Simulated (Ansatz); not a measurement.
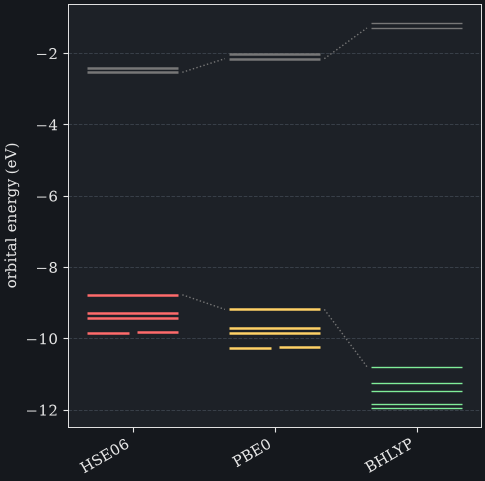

Frontier orbital energies of MoH₂O₄, SMILES [O]=[Mo](=[O])([OH])[OH], singlet at one geometry, def2-TZVPP, the Ansatz code, at a PBE0-D4/def2-TZVP geometry (a minimum by its frequencies). Empty levels are grey, levels within 0.1 eV stand side by side; all columns show the same few orbitals around the gap. Dotted lines join the HOMOs and the LUMOs.

How do the frontier levels move from column to column?

The separation grows from 6.24 eV (HSE06) to 9.50 eV (BHLYP).

```
level  HOMO (eV)  LUMO (eV)  separation (eV)
HSE06      −8.78      −2.54             6.24
 PBE0      −9.19      −2.15             7.03
BHLYP     −10.79      −1.29             9.50
```

Caveats, for all or some of the runs: core potentials past krypton; empty levels above zero depend strongly on the basis.
